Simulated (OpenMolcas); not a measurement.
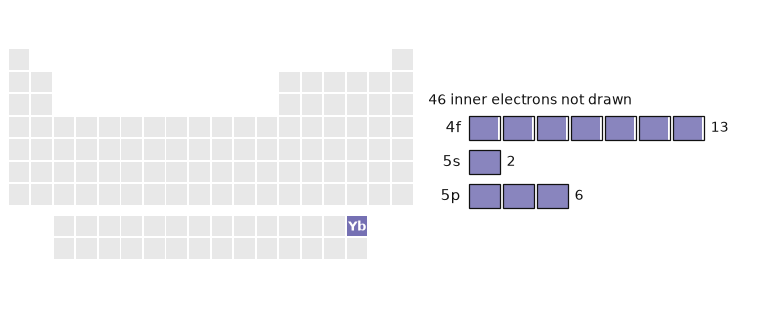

**Figure 1.** Left, the place of ytterbium in the periodic table; right, the outer shells of the leading configuration of the lowest level: a box for each of the 2l + 1 orbitals, shaded by the share of the shell that is filled, with the electron count at the right.

Run report: Yb³⁺ complex, multiconfigurational calculation

- system: Yb³⁺ with 6 ligands (Cl; octahedron, 2.564 Å), embedded in Cs2ZrCl6 by model potentials and point charges, whose field is part of the energies.
- method: state-averaged SS-CASPT2, IPEA shift 0.25, imaginary shift 0.1 hartree, closed shells 5s 5p of the metal and the valence shells of the ligands correlated, active space 13 electrons in the shell 4f, basis ANO-RCC-VDZP on the metal and ANO-RCC-VDZP on the ligands, DKH2 scalar Hamiltonian, spin-orbit coupling by RASSI with atomic mean-field integrals (OpenMolcas)

**Results in brief**

| quantity | value |
| --- | --- |
| outcome | converged |
| energy of the lowest spin-free term | −16814.23060 hartree |
| energy of the lowest spin-orbit level | −16814.25097 hartree |
| CASPT2 correlation energy | −1.7631 hartree |
| largest spread among components of a term | 25.5 cm⁻¹ |
| lowest reference weight | 0.666 |
| hardware | 1 thread of Arm Neoverse V2, 24 GiB of memory available, shared host |
| wall time | 31 s |
| peak memory | 0.6 GiB |

**Remarks**

To bear in mind: the geometry is set by hand, with no relaxation.

**Input**
```
&GATEWAY
Basis set
Yb.ANO-RCC-VDZP.
Yb1 0.0 0.0 0.0 Angstrom
End of basis
Basis set
Cl.ANO-RCC-VDZP.
L1 2.564000 0.000000 0.000000 Angstrom
L2 0.000000 2.564000 0.000000 Angstrom
L3 0.000000 0.000000 2.564000 Angstrom
End of basis
Basis set
Cs.EMB-AIMP.Seijo.0s.0s.ECP.Cs2ZrCl6.
PseudoCharge
* 4 symmetry-unique lattice sites within 7.6 angstrom
End of basis
Basis set
Cl.EMB-AIMP.Seijo.0s.0s.ECP.Cs2ZrCl6.
PseudoCharge
* 12 symmetry-unique lattice sites within 7.6 angstrom
End of basis
Basis set
Zr.EMB-AIMP.Seijo.0s.0s.ECP.Cs2ZrCl6.
PseudoCharge
* 6 symmetry-unique lattice sites within 7.6 angstrom
End of basis
Symmetry
XYZ
AngMom=0.0 0.0 0.0
AMFI
RICD
XField
1385 Angstrom 0
* Evjen-weighted lattice charges
&SEWARD
&RASSCF
FileOrb=start.orb
Symmetry=2
Spin=2
nActEl=13 0 0
Inactive=42 39
Ras2=0 7
CIRoot=7 7 1
SDav=7
CIMx=300
Iter=150 100
PrWF=0.3
OrbListing=Nothing
MaxOrb=0
LevShft=1.0
>>> COPY $Project.JobIph JOB001
&RASSI
NrOfJobIphs=1 7
1 2 3 4 5 6 7
IphNames
JOB001
EJob
SpinOrbit
DIPRint=1.0
SOCoupling=1000.0
Subsets=2
Property=9
'ANGMOM' 1 'ANGMOM' 2 'ANGMOM' 3 'MLTPL  1' 1 'MLTPL  1' 2 'MLTPL  1' 3
'AMFI' 1 'AMFI' 2 'AMFI' 3
SOProperty=3
'ANGMOM' 1 'ANGMOM' 2 'ANGMOM' 3
>>> COPY JOB001 $Project.JobIph
&CASPT2
Multistate=7 1 2 3 4 5 6 7
NoMult
Frozen=29 24
IPEA=0.25
Imaginary=0.1
MaxIter=60
WThr=0.0 0.3 0.05
PrWF=0.5
NoMix
```

The file start.orb holds starting orbitals from an earlier step. A driver script formed the levels outside the program, from RASSI's spin-orbit matrix and the CASPT2 energies (for multi-state variants, the effective Hamiltonian), averaged over the components of each term or state. The log and the time are those of the CASPT2 step.

Launched with:
```bash
OMP_NUM_THREADS=1 MOLCAS_MEM=2457 MOLCAS_PROJECT=a pymolcas a.inp > a.log  # once for each step of the input, in one work folder
```

**Output (extracts)**
```
--- CASPT2 ---
Orbital specifications:
      -----------------------

      Symmetry species                           1   2
                                                ag  au
      Frozen orbitals                           29  24
      Inactive orbitals                         13  15
      Active orbitals                            0   7
      Secondary orbitals                        48  40
      Deleted orbitals                           0   0
      Number of basis functions                 90  86
Type of calculation                        SS-CASPT2
      Fock operator                              state-specific
      IPEA shift                                 0.25
      Real shift                                 0.00
      Imaginary shift                            0.10
      The input orbitals will be transformed to quasi-canonical
Reference energy:      -16812.4674991757
      E2 (Non-variational):      -1.7612828209
      Shift correction:          -0.0018802512
      E2 (Variational):          -1.7631630721
      Total energy:          -16814.2306622478
      Residual norm:              0.0000002686
      Reference weight:           0.66567
      Contributions to the CASPT2 correlation energy
      Active & Virtual Only:         -0.4789131043
      One Inactive Excited:          -0.2244304301
      Two Inactive Excited:          -1.0579392865
Reference energy:      -16812.4674991757
      E2 (Non-variational):      -1.7611879970
      Shift correction:          -0.0018793562
      E2 (Variational):          -1.7630673532
      Total energy:          -16814.2305665289
      Residual norm:              0.0000001967
      Reference weight:           0.66570
      Contributions to the CASPT2 correlation energy
      Active & Virtual Only:         -0.4788794884
      One Inactive Excited:          -0.2243617708
      Two Inactive Excited:          -1.0579467378
::    CASPT2 Root  1     Total energy: -16814.23066225
::    CASPT2 Root  2     Total energy: -16814.23056653
::    CASPT2 Root  3     Total energy: -16814.23058528
::    CASPT2 Root  4     Total energy: -16814.22865896
::    CASPT2 Root  5     Total energy: -16814.22860009
::    CASPT2 Root  6     Total energy: -16814.22854280
::    CASPT2 Root  7     Total energy: -16814.22713501
```

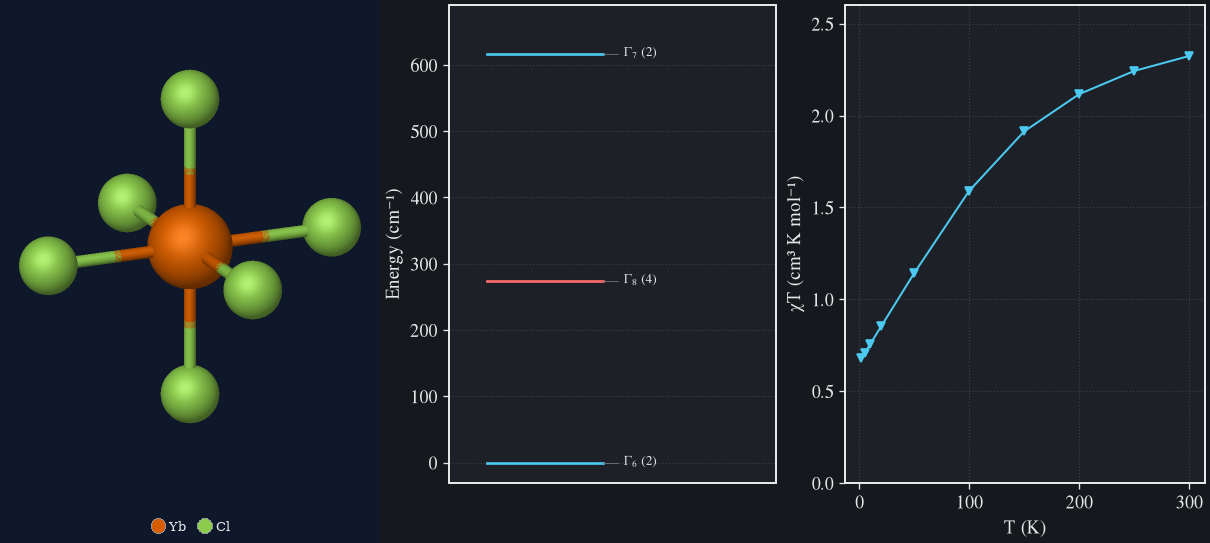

**Figure 2.** Yb³⁺ (4f¹³) as a dopant in Cs₂ZrCl₆, a cluster with its 6 nearest Cl⁻ at 2.564 Å (octahedron) embedded in model potentials and point charges; the geometry was set, not optimised, and its levels and susceptibility. Labels give the representation in O, Td, D4 or D3 as the site allows (double group for half-integer spin) where it could be assigned and, in brackets, the degeneracy; spin-free states, where drawn, share the zero of the spin-orbit levels. Powder susceptibility by Van Vleck's formula. The ground level is Γ₆, a Kramers doublet, 100 % from states of spin multiplicity 2, effective J = 3.50, with |mJ| = 1/2 the largest share (58 %). Its principal g values are 2.65, 2.65 and 2.65, isotropic. The next level lies at 274 cm⁻¹ (Γ₈). The lowest J multiplet spreads over 617 cm⁻¹. χT is 0.679 cm³ K mol⁻¹ at 2 K and 2.32 at 300 K, an effective moment of 4.31 μB.
